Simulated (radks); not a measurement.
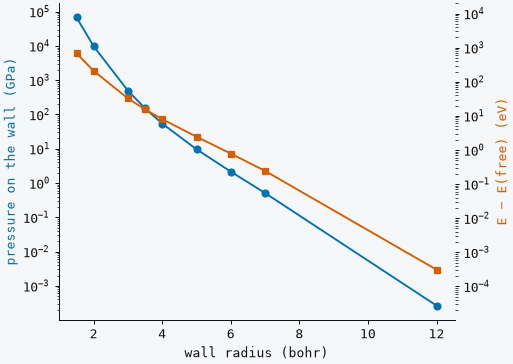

System: Ca⁺ (Z = 20, 19 electrons), configuration [Ar] 4s1 (high spin). It is put inside a hard spherical wall of varying radius. Level of theory: non-relativistic Kohn-Sham, LDA (Slater exchange, Perdew-Wang correlation), spin-polarised, spherical densities, point nucleus. Computed with the in-house radial solver radks. The plot shows the pressure on the wall (left axis) and the energy above the free species (right axis).

### Read the pressure and the energy cost of confinement.

The pressure grows from 0.00027 GPa at 12 bohr through 54 GPa at 4 bohr to 68000 GPa at 1.5 bohr, and the energy above the free species from 0.000309 eV through 8.04 eV to 686.8 eV. The pressure is −dE/dV with V = 4πR³/3.
